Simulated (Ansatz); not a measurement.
**Single-point calculation of CH2AlClN2**

CH2AlClN2, computed with RKS B3LYP-d3bj/x2c-TZVPPall (Ansatz 0.2.0).

Some settings of this run were made unusual or wrong on purpose. The geometry comes from this level: PBE0-D4/def2-TZVP.

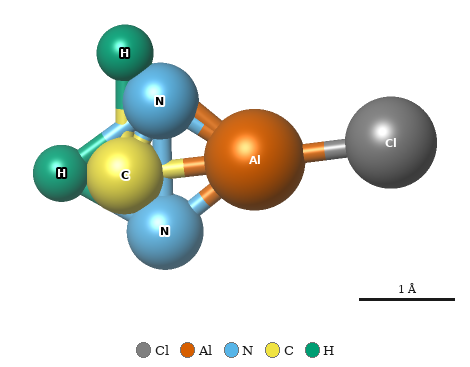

Fig. 1: The structure (ball-and-stick view, seen at a tilt). Sticks mark near contacts.

### Input
```yaml
crystal:
  periodic: [false, false, false]
  atoms:
    - {symbol: Cl, position_ang: [-0.502419, -2.181695, 0.132200]}
    - {symbol: Al, position_ang: [-0.201351, -0.764526, 0.187063]}
    - {symbol: N, position_ang: [-0.114667, 0.254887, 0.852255]}
    - {symbol: C, position_ang: [0.114745, 0.575989, 0.226674]}
    - {symbol: N, position_ang: [0.122181, 0.117236, -0.508652]}
    - {symbol: H, position_ang: [0.288085, 1.216229, 0.156478]}
    - {symbol: H, position_ang: [0.270773, 0.416107, -1.041115]}
basis:
  gaussian: {orbitals: x2c-TZVPPall}
hamiltonian: {xc: {name: B3LYP}, dispersion: d3bj}
accuracy: high
output: {forces: true}
```

Run as:
```bash
ansatz run in.yaml --threads 2 --pin off --events-out ev --progress --plain --max-ram 4352MiB
```

### Output
```
Functional definition: B3LYP
  name "B3LYP"
  cite "Stephens, Devlin, Chabalowski & Frisch, J. Phys. Chem. 98, 11623 (1994) doi:10.1021/j100096a001"
  cite "Becke, Phys. Rev. A 38, 3098 (1988) doi:10.1103/PhysRevA.38.3098"
  cite "Lee, Yang & Parr, Phys. Rev. B 37, 785 (1988) doi:10.1103/PhysRevB.37.785"
  cite "Vosko, Wilk & Nusair, Can. J. Phys. 58, 1200 (1980) doi:10.1139/p80-159"
  parameter a0 = 0.2
  parameter ax = 0.72
  parameter ac = 0.81
  exchange = (1 - a0 - ax)*slater_x + ax*b88_x + a0*exact_x
  correlation = (1 - ac)*vwn_rpa_c + ac*lyp_c
3171 factors; integrals over basis functions are off by at most 4.1e-9 eV
mean field evaluation 1: about -23062.6949 eV, gradient 1.9e2 eV
mean field evaluation 2: about -22724.8010 eV, gradient 3.8e2 eV
mean field evaluation 4: about -23114.6380 eV, gradient 3.8e1 eV
mean field evaluation 8: about -23116.9066 eV, gradient 5.0e-1 eV
mean field evaluation 16: about -23117.3509 eV, gradient 2.2e-4 eV
mean field -23117.35094547 eV, -849.5469777429 hartree, gradient 9.1e-8 eV, S^2 0.000000; 0 other end points of the search recorded, 0 dependent functions left out
the calculation of the forces begins
reference -23117.35097898 eV, -849.5469789743 hartree; 26, 26 occupied and 179, 179 virtual orbitals, 3171 factors
Total energy: -23117.69711339 eV, -849.5596991792 hartree
Relativity: scalar
Atom 0 at    -0.502419    -2.181695     0.132200 Å, force   -10.382640   -49.042697    -1.508538 eV/Å
Atom 1 at    -0.201351    -0.764526     0.187063 Å, force   -13.545382   -51.196209    13.054825 eV/Å
Atom 2 at    -0.114667     0.254887     0.852255 Å, force   -70.242052   -55.791089   242.373714 eV/Å
Atom 3 at     0.114745     0.575989     0.226674 Å, force    54.141365   111.161720   -89.021987 eV/Å
Atom 4 at     0.122181     0.117236    -0.508652 Å, force     7.495174   -43.850525  -100.923066 eV/Å
Atom 5 at     0.288085     1.216229     0.156478 Å, force    16.319475    57.550137    -6.138687 eV/Å
Atom 6 at     0.270773     0.416107    -1.041115 Å, force    16.214059    31.168663   -57.836261 eV/Å
Dipole moment:     0.030700    -0.203696    -0.365015 e Å
```

### What the run reported

```json
{"quantity": "outcome", "value": "converged"}
{"quantity": "total energy", "value": "−23117.6971 eV"}
{"quantity": "mean-field energy", "value": "−23117.3510 eV"}
{"quantity": "dispersion energy", "value": "−0.3461 eV"}
{"quantity": "SCF solution under orbital rotations", "value": "stable"}
{"quantity": "largest force (length of the vector)", "value": "258.441 eV/Å"}
{"quantity": "dipole moment", "value": "2.01 D"}
{"quantity": "hardware", "value": "2 threads of INTEL XEON PLATINUM @ 2.30GHz, 23 GiB of memory available, shared host"}
{"quantity": "wall time", "value": "14 s (CPU time 26 s)"}
{"quantity": "peak memory", "value": "1.1 GiB"}
```

### What went wrong

A setting was made wrong on purpose: squeeze. The program still converged, but the numbers can't be taken as results for the intended system.
